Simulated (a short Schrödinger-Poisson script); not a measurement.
System: symmetric double-gate stack, SiO2 on p-type Si(100), at 400 K.

```tsv
layer	material	thickness (nm)	Na (cm⁻³)
1	SiO2	2.7	-
2	Si	14	2e16
3	SiO2	2.7	-
```

Constants are typed, rounded textbook-type inputs, not results; the design itself was drawn at random and stands for no fabricated device. SiO2: permittivity 3.9, conduction-band edge (eV) 3.15, gap (eV) 9, electron mass (mₑ) 0.5. Si: permittivity 11.7, conduction-band edge (eV) 0, gap (eV) 1.124, Nv at 300 K (cm⁻³) 3.1e19.

Channel valleys (confinement mass, in-plane density-of-states mass, number): Δ2 0.916, 0.19, 2; Δ4 0.19, 0.417, 4. At the gates, both at one voltage, the conduction-band edge of layer 1 lies 3.24 eV − eVg above the Fermi level of the channel. Gaps are held at their typed values at every temperature. Mesh 0.03 nm at interfaces.

Solved with a short Schrödinger-Poisson script written for these runs: 1D Poisson equation in equilibrium, electrons quantum, Hartree (BenDaniel-Duke, 12 states a valley, the channel's in-plane mass for all, wave functions free to enter the dielectric), parabolic valleys, classical holes, full ionisation, no traps, pinning or gate leakage.

Only gate voltages with over 1e8 electrons/cm² are shown.

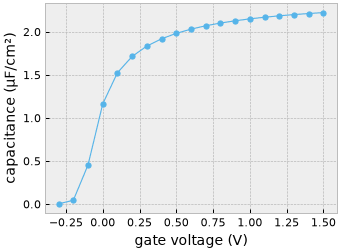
Figure. Quasi-static capacitance against gate voltage

```
Vg (V)  electrons (cm⁻²)  C (μF/cm²)  Δ2 E0 (meV)  Δ2 E1 (meV)  Δ4 E0 (meV)  Δ4 E1 (meV)
------  ----------------  ----------  -----------  -----------  -----------  -----------
-0.3              5.32e8     < 0.003        394.5        400.5        401.5        428.4
-0.2              9.47e9      0.0436        295.3        301.3        302.3        329.2
-0.1             1.28e11       0.454        205.9        211.3        212.8        239.1
0                6.45e11        1.16        151.0        154.1        158.4        181.9
0.1              1.50e12        1.52        121.2        122.3        131.3        151.2
0.2              2.51e12        1.71        100.5        100.8        115.5        131.9
0.3              3.62e12        1.83         84.2         84.3        104.7        118.3
0.4              4.79e12        1.92         70.9         70.9         96.7        108.0
0.5              6.01e12        1.98         59.6         59.6         90.3         99.8
0.6              7.26e12        2.03         49.8         49.8         85.0         93.0
0.7              8.54e12        2.07         41.1         41.1         80.5         87.3
0.8              9.84e12        2.10         33.4         33.4         76.5         82.4
0.9              1.12e13        2.13         26.4         26.4         72.9         78.0
1                1.25e13        2.15         20.0         20.0         69.6         74.2
1.1              1.38e13        2.17         14.1         14.1         66.6         70.7
1.2              1.52e13        2.18          8.5          8.5         63.9         67.5
1.3              1.66e13        2.20          3.3          3.3         61.3         64.5
1.4              1.79e13        2.21         -1.6         -1.6         58.9         61.7
1.5              1.93e13        2.22         -6.2         -6.2         56.5         59.2
```

Subbands count from the Fermi level. The capacitance is that of both gates.
